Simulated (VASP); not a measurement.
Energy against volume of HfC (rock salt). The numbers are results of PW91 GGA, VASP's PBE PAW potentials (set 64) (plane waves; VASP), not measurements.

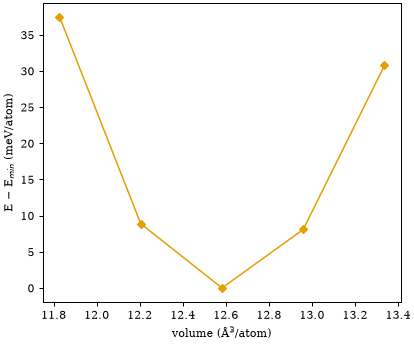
Fig. 1. Energy against volume

### Question
Estimate the equilibrium volume and the bulk modulus.

### Answer
The minimum lies near 12.6 Å³/atom, and the curvature gives B0 of about 240 GPa.

Measured: a 4.638 Å (computed value off by +0.3 %), as given by Guo-Xu Zhang et al., New Journal of Physics (2018), doi:10.1088/1367-2630/aac7f0. The calculation is for a static lattice, while the measured a holds thermal and zero-point effects, which are part of the difference.

The compound is HfC in the rock salt structure. It was relaxed first.
